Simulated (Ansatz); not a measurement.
Take BP in the zinc blende structure (space group F-43m, No. 216; a = 4.537 Å) as the base.

Perturbation: a hydrostatic pressure of 3 GPa.

The values are results of r2SCAN in Ansatz (plane waves to 500 eV, PAW, spin-orbit coupling left out), not measurements.

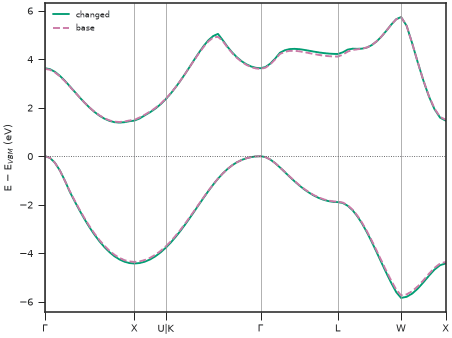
Figure: Highest valence and lowest conduction band along the path, each from its own valence-band maximum

Task: Read the changed gap and its character from the plot.

Result: About 1.4 eV, indirect, Γ → Γ–X (83 % along).

Load acts through the strain it causes; cell and atoms are relaxed under it. Whether these cells are dynamically stable was not tested.

Ansatz is an electronic-structure program.
